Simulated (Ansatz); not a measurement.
# How fast states decay through Li2SiSnTe4, part 2 of 3

Wanted: the relaxed cell of Li2SiSnTe4, its band edges and its decay constants. It is built by putting Te for S in the Li2SiSnS4 structure of space group I-42m, with the volume rescaled by atomic radii. The parent structure comes from the Materials Project.

Ansatz 0.2.0; r2SCAN DFT, plane waves, PAW files (the session's first sound run).

So far. Step 2 (Cell and atoms at rest): The largest force component on a free atom ends at 0.0058 eV/Å.

The structure was built from a prototype and need not be the compound's stable phase.

**3. Band edges**

The energy window and the wavevectors of the next steps follow from the band edges, so these are searched first, off the mesh as well.

Contents of input.yaml:

```yaml
crystal:
  lattice:
    - [-3.6746291649, 3.6746291649, 4.3007410226]
    - [3.6746291649, -3.6746291649, 4.3007410226]
    - [3.6746291649, 3.6746291649, -4.3007410226]
  atoms:
    - { symbol: Li, position: [0.25, 0.75, 0.5] }
    - { symbol: Li, position: [0.75, 0.25, 0.5] }
    - { symbol: Si, position: [0.5, 0.5, 0.0] }
    - { symbol: Sn, position: [0.0, 0.0, 0.0] }
    - { symbol: Te, position: [0.4617688265, 0.4617688265, 0.5976649718] }
    - { symbol: Te, position: [0.5382311735, 0.1358961453, 0.0] }
    - { symbol: Te, position: [0.1358961453, 0.5382311735, 0.0] }
    - { symbol: Te, position: [0.8641038547, 0.8641038547, 0.4023350282] }
kpoints:
  mp_grid: { grid: [6, 6, 6] }
  band_path: { path: [VBM, CBM], npoints: 30 }
scf:
  occupations: { method: fixed }
hamiltonian:
  xc: r2scan
output:
  eigenvalues: true
  write_potential: true
  write_density: true
  volumetric_format: npy
  elf: true
```

Started as:

```
$ ansatz run input.yaml --threads 2 --pin off --max-ram 4096MiB --backend cpu --events-out ev --progress --plain --runs-dir out
```

Numbers of over 12 decimals in the logs are rounded to 6 here.

Log:

```text
[...]
Crystal: 8 atoms, lattice volume = 232.290 Å³
Basis set: ecut = 500 eV, 5915 PW (Γ), exchange–correlation on 200×200×200 points (64 copies of the dense FFT grid, shifted against one another)
Bands: 53, of which v1, the nominal top of the filled ones, is band 44 counted from 1 (43 counted from 0)
Symmetry: 8 space group operations
[...]
k-points: 30 of 216 (time reversal used)
[...]
SCF iter   1: F=—  HF=-35071.174450 eV  |F-HF|=—  |Δ(HF+E_count)|=         —  Δρ=3.63e-3  dr2=4.74e-2  dr2_τ=1.15e-2  ethr=1.77e-3  ⟨swp⟩=5.0  Hψ=5242  notcnv=0  defer=191
[...]
SCF iter   7: F=-35071.246472 eV  HF=-35071.246472 eV  |F-HF|=9.02e-9  |Δ(HF+E_count)|=   5.93e-8  Δρ=2.22e-6  dr2=1.45e-8  dr2_τ=3.64e-10  ethr=1.14e-10  ⟨swp⟩=13.0  Hψ=7177  notcnv=0
SCF 1 converged in 7 iterations: F = -35071.246472 eV  dr2 = 1.45e-8
[...]
NSCF: frozen V_eff on 30 k-points
[...]
SCF converged after 7 iterations
Free energy (F): -35071.246472 eV
[...]
Internal energy: -35071.246472 eV  (E = F + TS)
E sigma→0 (E₀):  -35071.246472 eV
Fermi energy:    6.293570 eV
[...]
--- Band table (eV; the first three rows and the last of 30) ---
  k-point 0: bands = [... 40 lower, 4.9916, 5.1016, 5.4366, 5.4366, 8.5655, 9.6989, 10.0215, 10.0215, ... 5 higher]
  k-point 1: bands = [... 40 lower, 4.9657, 5.0052, 5.3846, 5.4123, 8.4879, 8.7346, 9.8159, 9.8771, ... 5 higher]
  k-point 2: bands = [... 40 lower, 4.6499, 4.8658, 5.4493, 5.5327, 7.7286, 8.4042, 9.2397, 9.5661, ... 5 higher]
  k-point 29: bands = [... 40 lower, 5.3242, 5.7501, 5.7501, 6.2936, 7.6157, 7.6927, 7.8387, 7.8387, ... 5 higher]
```

It took 2.2 min on 2 threads of Arm Neoverse V2, shared host; peak memory 1.1 GiB; 4.3 min of CPU time.

This step gave:

```yaml
free_energy: -35071.2465 eV
fermi_energy: 6.294 eV
gap_on_the_k_mesh: 1.008 eV
gap_on_path: 0.9006 eV, by band count; negative where bands overlap
direct_gap_on_path: 1.122 eV
edge_places_on_path: 0, 1.233 1/A along the path
```

The electronic bands at the labelled points (eV, zero at the Fermi level (highest filled level under fixed occupations); v1 is the highest filled band, c1 the lowest empty one):

```
point     v4     v3     v2     v1    c1    c2    c3    c4
  VBM  -0.97  -0.54  -0.54   0.00  1.32  1.40  1.55  1.55
  CBM  -1.41  -0.76  -0.66  -0.22  0.90  1.57  1.77  2.79
```

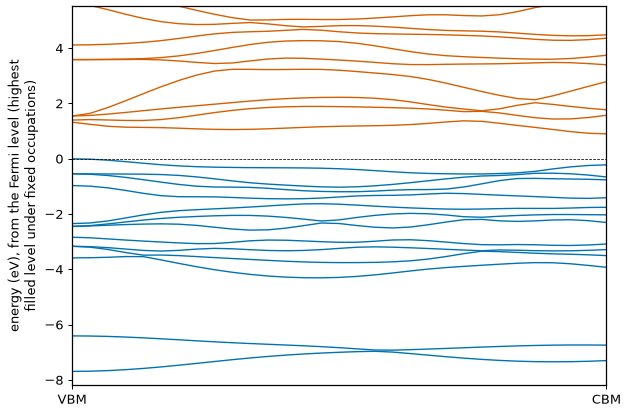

Electronic bands along the path; lines of filled and empty bands in two colours.

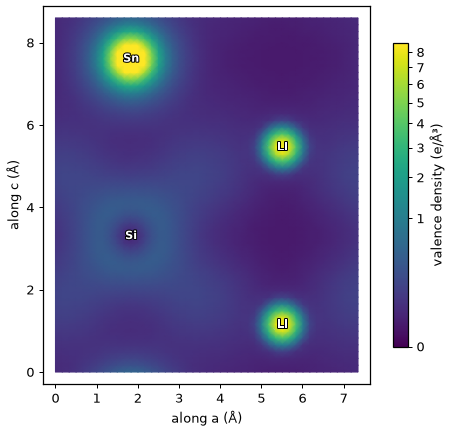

Valence density in the ac plane of the conventional cell at fractional y = 0.000, with atoms of Li and Si and Sn within 0.2 Å of it. It is the smooth field of the valence electrons, not physical close to the nuclei. The map starts off the cell's origin, so that atoms lie inside it. The colour scale is stretched toward low values.

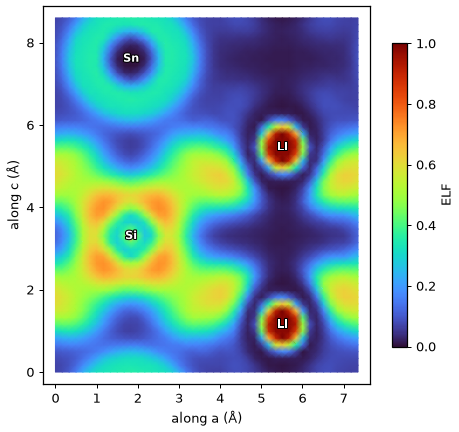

ELF in the ac plane of the conventional cell at fractional y = 0.000, with atoms of Li and Si and Sn within 0.2 Å of it. It is the smooth field of the valence electrons, not physical close to the nuclei. The map starts off the cell's origin, so that atoms lie inside it.

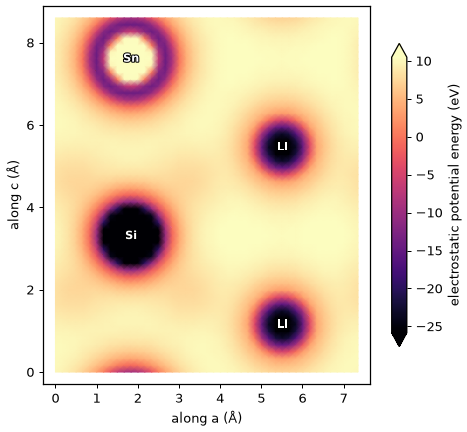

Electrostatic potential energy in the ac plane of the conventional cell at fractional y = 0.000, with atoms of Li and Si and Sn within 0.2 Å of it. With pseudopotentials it is smooth inside the atoms' cores, unlike the true potential. The map starts off the cell's origin, so that atoms lie inside it.

The searched edges give 0.901 eV, under the 1.01 eV of the mesh, which misses an edge.

**4. Decaying states in the gap**

This step: r2SCAN DFT, plane waves, PAW files; complex bands by layer matching along the plane's normal (Ansatz 0.2.0).

The same crystal is laid in a cell whose first two vectors span the (110) plane (indices of the standard conventional cell, whose axes can be ordered otherwise than in the bulk input). At fixed energy and wavevector in the plane the solver finds all kz, real and complex. A few wavevectors are listed, (0, 0) and (0.2682, -0.4323) in units of the plane's reciprocal vectors; the slowest state needn't be among them.

Contents of input.yaml:

```yaml
crystal:
  lattice:
    - [6.745529804, 0.0, 0.0]
    - [-1.261491077, 6.626523418, 0.0]
    - [2.742019364, 3.313261709, 5.196710402]
  atoms:
    - { symbol: Li, position: [0.75, 0.25, 0.5] }
    - { symbol: Li, position: [0.25, 0.75, 0.5] }
    - { symbol: Si, position: [0.5, 0.5, 0.0] }
    - { symbol: Sn, position: [0.0, 0.0, 0.0] }
    - { symbol: Te, position: [0.8641038547, 0.8641038547, 0.5976649718] }
    - { symbol: Te, position: [0.5382311735, 0.1358961453, 0.0] }
    - { symbol: Te, position: [0.1358961453, 0.5382311735, 0.0] }
    - { symbol: Te, position: [0.4617688265, 0.4617688265, 0.4023350282] }
kpoints:
  mp_grid: { grid: [6, 6, 6] }
scf:
  occupations: { method: fixed }
hamiltonian:
  xc: r2scan
output:
  eigenvalues: true
  transmission:
    leads: [[0, 0]]
    kpoints: [[0.0, 0.0], [0.2682, -0.4323]]
    e_range: [-1.0, 1.9]
    de: 0.07
```

Log:

```text
[...]
Crystal: 8 atoms, lattice volume = 232.290 Å³
Basis set: ecut = 500 eV, 5915 PW (Γ), exchange–correlation on 200×200×200 points (64 copies of the dense FFT grid, shifted against one another)
Bands: 53, of which v1, the nominal top of the filled ones, is band 44 counted from 1 (43 counted from 0)
Symmetry: 8 space group operations
[...]
k-points: 30 of 216 (time reversal used)
[...]
SCF iter   1: F=—  HF=-35071.174464 eV  |F-HF|=—  |Δ(HF+E_count)|=         —  Δρ=3.63e-3  dr2=4.74e-2  dr2_τ=1.15e-2  ethr=1.77e-3  ⟨swp⟩=5.0  Hψ=5241  notcnv=0  defer=191
[...]
SCF iter   7: F=-35071.246472 eV  HF=-35071.246472 eV  |F-HF|=8.96e-9  |Δ(HF+E_count)|=   5.94e-8  Δρ=2.22e-6  dr2=1.44e-8  dr2_τ=3.68e-10  ethr=1.14e-10  ⟨swp⟩=13.0  Hψ=7127  notcnv=0
SCF 1 converged in 7 iterations: F = -35071.246472 eV  dr2 = 1.44e-8
[...]
transmission: 7 of 14 steps passed
transmission: 14 of 14 steps passed
SCF converged after 7 iterations
Free energy (F): -35071.246472 eV
[...]
Internal energy: -35071.246472 eV  (E = F + TS)
E sigma→0 (E₀):  -35071.246472 eV
Fermi energy:    6.293569 eV
[...]
--- Band table (eV; the first three rows and the last of 30) ---
  k-point 0: bands = [... 40 lower, 4.9916, 5.1016, 5.4366, 5.4366, 8.5655, 9.6989, 10.0215, 10.0215, ... 5 higher]
  k-point 1: bands = [... 40 lower, 4.9657, 5.0052, 5.3846, 5.4123, 8.4879, 8.7346, 9.8159, 9.8771, ... 5 higher]
  k-point 2: bands = [... 40 lower, 4.6499, 4.8658, 5.4493, 5.5327, 7.7286, 8.4042, 9.2397, 9.5661, ... 5 higher]
  k-point 29: bands = [... 40 lower, 5.3242, 5.7501, 5.7501, 6.2936, 7.6157, 7.6927, 7.8387, 7.8387, ... 5 higher]
--- Transmission ---
  basis      : 469 plane waves across, 7 finite elements along
  points     : 2, as listed
  energies   : 42 from -1.000000 to 1.870000 eV about the Fermi level, 0.070000 eV apart; the leads are filled to 0.503905 eV, and channels, transmission and decay are at 0.470000 eV
  crystal 0  : Sn1Te4Si1Li2, at the sites [0, 0], period 5.1967 Å: whole cells are its period
    offset         : up to 0.0000 Å between an atom of the period and one for which it stands
    channels       : 0.000000e0 a spin
    conductance    : none, the energies end too early or step too widely for 300 K: set another output.transmission.e_range or a lower de, or, where they end at an eighth of basis.ecutwfc, a higher one
    slowest decay  : 0.1065 /Å at (0.2682, -0.4323)
```

Wall time 2.8 min (2 threads); peak memory 2.3 GiB; 5.5 min of CPU time.

This step gave:

```yaml
level_to_which_the_leads_are_filled: 0.5039 eV from the Fermi level
decay_constant_at_the_filling_level_zone_centre: 0.1833 Å⁻¹
decay_constant_at_the_filling_level_slowest_listed_point: 0.1065 Å⁻¹
```

K parallel (0, 0); values up to 1.5 1/Å, a degenerate pair printed once or twice; energies at which all values exceed this have no row. Table of Im kz of the slowest decaying states by energy, zero at the highest filled level on the SCF mesh:

| energy (eV) | decay 1 (Å⁻¹) | decay 2 (Å⁻¹) | decay 3 (Å⁻¹) | decay 4 (Å⁻¹) |
| --- | --- | --- | --- | --- |
| -1.0000 | 0.0998 | 0.110 | 0.163 | 0.186 |
| -0.7200 | 0.0655 | 0.100 | 0.154 | 0.177 |
| -0.5100 | 0.153 | 0.200 | 0.218 | 0.253 |
| -0.2300 | 0.178 | 0.258 | 0.266 | 0.287 |
| -0.0200 | 0.186 | 0.284 | 0.289 | 0.301 |
| 0.2600 | 0.188 | 0.308 | 0.310 | 0.315 |
| 0.4700 | 0.183 | 0.320 | 0.320 | 0.325 |
| 0.7500 | 0.170 | 0.327 | 0.330 | 0.340 |
| 1.0300 | 0.142 | 0.329 | 0.334 | 0.362 |
| 1.2400 | 0.102 | 0.326 | 0.333 | 0.335 |
| 1.5200 | 0.296 | 0.318 | 0.333 | 0.380 |
| 1.7300 | 0.0225 | 0.265 | 0.308 | 0.328 |

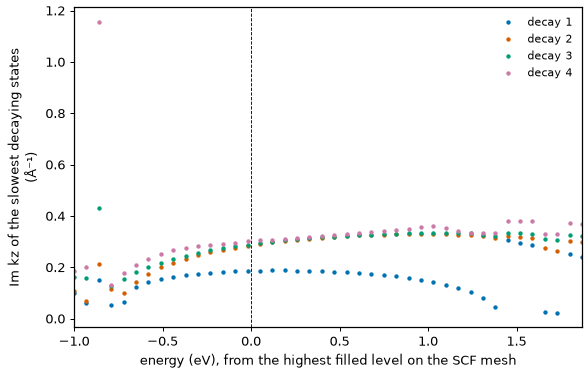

Im kz of the slowest decaying states against energy.

K parallel (0.2682, -0.4323); values up to 1.5 1/Å, a degenerate pair printed once or twice; energies at which all values exceed this have no row. Table of Im kz of the slowest decaying states by energy, zero at the highest filled level on the SCF mesh:

| energy (eV) | decay 1 (Å⁻¹) | decay 2 (Å⁻¹) | decay 3 (Å⁻¹) | decay 4 (Å⁻¹) |
| --- | --- | --- | --- | --- |
| -1.000 | 0.0646 | 0.259 | 0.412 | 0.756 |
| -0.790 | 0.0586 | 0.241 | 0.464 | 0.741 |
| -0.580 | 0.0962 | 0.274 | 0.497 | 0.730 |
| -0.370 | 0.0766 | 0.134 | 0.303 | 0.518 |
| -0.230 | 0.178 | 0.317 | 0.527 | 0.654 |
| -0.020 | 0.0964 | 0.238 | 0.320 | 0.332 |
| 0.190 | 0.111 | 0.244 | 0.340 | 0.368 |
| 0.400 | 0.110 | 0.248 | 0.345 | 0.379 |
| 0.610 | 0.0959 | 0.242 | 0.345 | 0.388 |
| 0.820 | 0.0583 | 0.225 | 0.341 | 0.395 |
| 1.030 | 0.194 | 0.332 | 0.401 | 0.427 |
| 1.170 | 0.0878 | 0.159 | 0.320 | 0.400 |
| 1.380 | 0.0703 | 0.0847 | 0.156 | 0.259 |
| 1.590 | 0.121 | 0.292 | 0.360 | 0.363 |
| 1.800 | 0.304 | 0.375 | 0.376 | 0.623 |

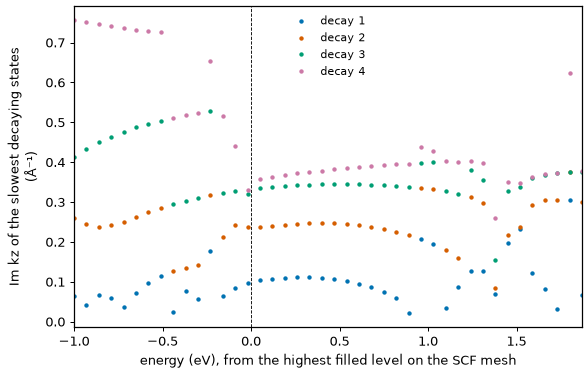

Im kz of the slowest decaying states, plotted against energy.

K parallel (0.2682, -0.4323). Re kz of states that move upwards against energy, zero at the highest filled level on the SCF mesh:

| energy (eV) | channel 1 (Å⁻¹) | channel 2 (Å⁻¹) | channel 3 (Å⁻¹) |
| --- | --- | --- | --- |
| -1.0000 | -0.168 | 0.244 | 0.299 |
| -0.7200 | 0.0834 | 0.381 | - |
| -0.5100 | 0.238 | 0.519 | - |
| -0.2300 | -0.458 | 0.398 | - |
| -0.0200 | - | - | - |
| 0.2600 | - | - | - |
| 0.4700 | - | - | - |
| 0.7500 | - | - | - |
| 1.0300 | -0.345 | 0.529 | - |
| 1.2400 | -0.271 | - | - |
| 1.5200 | -0.474 | - | - |
| 1.7300 | -0.301 | - | - |

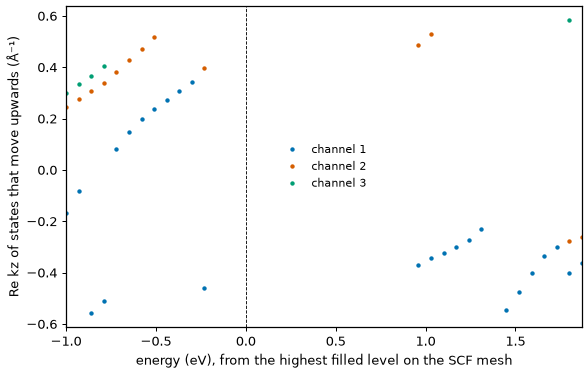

Re kz of states that move upwards against energy.

At the listed wavevectors the last open channel is at -0.23 eV and the next at +0.96 eV on the grid. At +0.47 eV, the grid energy nearest the filling level (the middle of the gap on the SCF mesh), the slowest state at the listed wavevectors decays with κ = 0.106 Å⁻¹, its amplitude falling by e over 9.4 Å. Through 1 nm of this crystal that state's transmission falls by exp(−2 × 0.106 Å⁻¹ × 10 Å) = 0.12.

**5. Decay over the two-dimensional zone**

The listed points could miss the slowest state, so one energy near mid-gap is solved on a mesh of 8×8.

input.yaml, as its differences from that of step 4:

```diff
@@ -22,6 +22,2 @@
   eigenvalues: true
-  transmission:
-    leads: [[0, 0]]
-    kpoints: [[0.0, 0.0], [0.2682, -0.4323]]
-    e_range: [-1.0, 1.9]
-    de: 0.07
+  transmission: { leads: [[0, 0]], kmesh: [8, 8], e_range: [0.45, 0.46], de: 0.05 }
```

Log:

```text
[...]
Crystal: 8 atoms, lattice volume = 232.290 Å³
Basis set: ecut = 500 eV, 5915 PW (Γ), exchange–correlation on 200×200×200 points (64 copies of the dense FFT grid, shifted against one another)
Bands: 53, of which v1, the nominal top of the filled ones, is band 44 counted from 1 (43 counted from 0)
Symmetry: 8 space group operations
[...]
k-points: 30 of 216 (time reversal used)
[...]
SCF iter   1: F=—  HF=-35071.174464 eV  |F-HF|=—  |Δ(HF+E_count)|=         —  Δρ=3.63e-3  dr2=4.74e-2  dr2_τ=1.15e-2  ethr=1.77e-3  ⟨swp⟩=5.0  Hψ=5241  notcnv=0  defer=191
[...]
SCF iter   7: F=-35071.246472 eV  HF=-35071.246472 eV  |F-HF|=8.96e-9  |Δ(HF+E_count)|=   5.94e-8  Δρ=2.22e-6  dr2=1.44e-8  dr2_τ=3.68e-10  ethr=1.14e-10  ⟨swp⟩=13.0  Hψ=7127  notcnv=0
SCF 1 converged in 7 iterations: F = -35071.246472 eV  dr2 = 1.44e-8
[...]
transmission: 28 of 147 steps passed
transmission: 56 of 147 steps passed
[...]
transmission: 147 of 147 steps passed
SCF converged after 7 iterations
Free energy (F): -35071.246472 eV
[...]
Internal energy: -35071.246472 eV  (E = F + TS)
E sigma→0 (E₀):  -35071.246472 eV
Fermi energy:    6.293569 eV
[...]
--- Band table (eV; the first three rows and the last of 30) ---
  k-point 0: bands = [... 40 lower, 4.9916, 5.1016, 5.4366, 5.4366, 8.5655, 9.6989, 10.0215, 10.0215, ... 5 higher]
  k-point 1: bands = [... 40 lower, 4.9657, 5.0052, 5.3846, 5.4123, 8.4879, 8.7346, 9.8159, 9.8771, ... 5 higher]
  k-point 2: bands = [... 40 lower, 4.6499, 4.8658, 5.4493, 5.5327, 7.7286, 8.4042, 9.2397, 9.5661, ... 5 higher]
  k-point 29: bands = [... 40 lower, 5.3242, 5.7501, 5.7501, 6.2936, 7.6157, 7.6927, 7.8387, 7.8387, ... 5 higher]
--- Transmission ---
  basis      : 469 plane waves across, 7 finite elements along
  points     : 21, standing for a mesh of 8 x 8
  energies   : 1 from 0.450000 to 0.450000 eV about the Fermi level; the leads are filled to 0.503905 eV, and channels, transmission and decay are at 0.450000 eV
[...]
channels       : 0.000000e0 a spin
    conductance    : none, crystal 0 has no channel at the energies, or these end too early or step too widely for 300 K: set another output.transmission.e_range or a lower de, or, where they end at an eighth of basis.ecutwfc, a higher one
    slowest decay  : 0.1088 /Å at (0.5000, 0.5000)
```

Run time: 4 min. Hardware: 2 threads; peak memory 2.6 GiB; 7.9 min of CPU time.

This step gave:

| Quantity | Value |
| --- | --- |
| least decay constant on the mesh | 0.1088 Å⁻¹ |

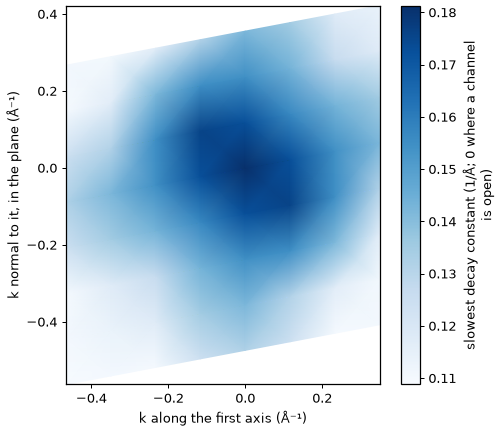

Slowest decay constant (1/Å; 0 where a channel is open) over k1 and k2. At 0.4500 eV from the Fermi level.

The least value on the mesh is 0.109 Å⁻¹ at +0.45 eV. At that energy the listed points give about 0.107 Å⁻¹ by interpolation, so the mesh holds no clearly slower state.

**6. Band edges at another level, cutoff 420 eV**

This step: PBE DFT, plane waves, PAW files (Ansatz 0.2.0).

The edges again with PBE, at the same atoms. Against that run the cutoff is 420 eV against 500.

Contents of input.yaml:

```yaml
crystal:
  lattice:
    - [-3.6746291649, 3.6746291649, 4.3007410226]
    - [3.6746291649, -3.6746291649, 4.3007410226]
    - [3.6746291649, 3.6746291649, -4.3007410226]
  atoms:
    - { symbol: Li, position: [0.25, 0.75, 0.5] }
    - { symbol: Li, position: [0.75, 0.25, 0.5] }
    - { symbol: Si, position: [0.5, 0.5, 0.0] }
    - { symbol: Sn, position: [0.0, 0.0, 0.0] }
    - { symbol: Te, position: [0.4617688265, 0.4617688265, 0.5976649718] }
    - { symbol: Te, position: [0.5382311735, 0.1358961453, 0.0] }
    - { symbol: Te, position: [0.1358961453, 0.5382311735, 0.0] }
    - { symbol: Te, position: [0.8641038547, 0.8641038547, 0.4023350282] }
kpoints:
  mp_grid: { grid: [6, 6, 6] }
  band_path: { path: [VBM, CBM], npoints: 30 }
scf:
  occupations: { method: fixed }
hamiltonian:
  xc: pbe
output:
  eigenvalues: true
```

Log:

```text
[...]
Crystal: 8 atoms, lattice volume = 232.290 Å³
Basis set: ecut = 420 eV, 4535 PW (Γ)
Bands: 53, of which v1, the nominal top of the filled ones, is band 44 counted from 1 (43 counted from 0)
Symmetry: 8 space group operations
[...]
k-points: 30 of 216 (time reversal used)
[...]
SCF iter   1: F=—  HF=-34992.729539 eV  |F-HF|=—  |Δ(HF+E_count)|=         —  Δρ=1.10e-3  dr2=4.15e-3  ethr=1.77e-3  ⟨swp⟩=5.2  Hψ=5225  notcnv=0  defer=196
[...]
SCF iter   7: F=-34992.728175 eV  HF=-34992.728175 eV  |F-HF|=2.64e-9  |Δ(HF+E_count)|=   2.74e-9  Δρ=2.00e-6  dr2=9.57e-9  ethr=1.14e-10  ⟨swp⟩=13.1  Hψ=6858  notcnv=0
SCF 1 converged in 7 iterations: F = -34992.728175 eV  dr2 = 9.57e-9
[...]
SCF converged after 7 iterations
Free energy (F): -34992.728175 eV
[...]
Internal energy: -34992.728175 eV  (E = F + TS)
E sigma→0 (E₀):  -34992.728175 eV
Fermi energy:    6.499265 eV
[...]
--- Band table (eV; the first three rows and the last of 30) ---
  k-point 0: bands = [... 40 lower, 5.2141, 5.3342, 5.6532, 5.6532, 8.5402, 9.4049, 9.9140, 9.9140, ... 5 higher]
  k-point 1: bands = [... 40 lower, 5.1925, 5.2322, 5.5913, 5.6284, 8.4532, 8.6348, 9.6602, 9.7453, ... 5 higher]
  k-point 2: bands = [... 40 lower, 4.8821, 5.0829, 5.6621, 5.7455, 7.7063, 8.3534, 9.1147, 9.4160, ... 5 higher]
  k-point 29: bands = [... 40 lower, 5.4581, 5.9686, 5.9686, 6.4993, 7.5085, 7.6778, 7.7773, 7.7773, ... 5 higher]
```

Run time: 70 s. Hardware: 2 threads; peak memory 0.6 GiB; 2.3 min of CPU time.

This step gave:

| Item | Value |
| --- | --- |
| free energy | -34992.7282 eV |
| Fermi energy | 6.499 eV |
| gap on the k-mesh | 0.7705 eV |
| gap on path | 0.6627 eV, by band count; negative where bands overlap |
| direct gap on path | 0.8971 eV |
| edge places on path | 0, 1.240 1/A along the path |

Electronic bands along the path, in eV, zero at the Fermi level (highest filled level under fixed occupations); v1 is the highest filled band, c1 the lowest empty one:

| point | v4 | v3 | v2 | v1 | c1 | c2 | c3 | c4 |
| --- | --- | --- | --- | --- | --- | --- | --- | --- |
| VBM | -1.04 | -0.53 | -0.53 | 0.00 | 1.01 | 1.18 | 1.28 | 1.28 |
| CBM | -1.39 | -0.76 | -0.70 | -0.23 | 0.66 | 1.34 | 1.49 | 2.54 |

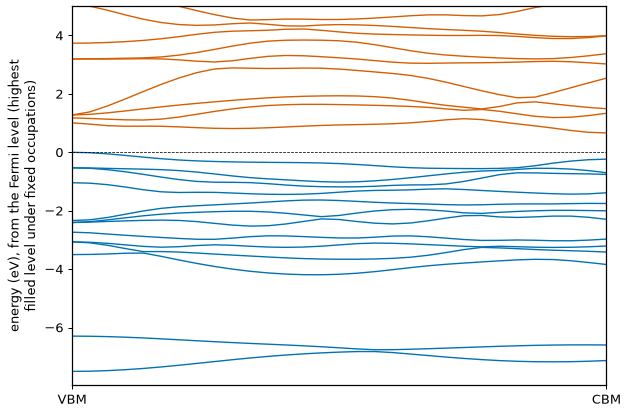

Electronic bands along the path; lines of filled and empty bands in two colours.

The searched edges give 0.663 eV, under the 0.771 eV of the mesh, which misses an edge.

For the gap on path, step 3 gave 0.901 eV; this run, with PBE and cutoff 420 eV, gives 0.663 eV.

(Part 2 of 3 ends here.)

[Logs are printed without paths, hosts, clocks, repeated set-up lines and the standing remarks that a program may print on its own settings, such as how far it seeks lower states.]

[Hosts, paths, dates, database ids (printed as entryN), source tags and the programs' standing remarks are cut or masked in the printed files.]
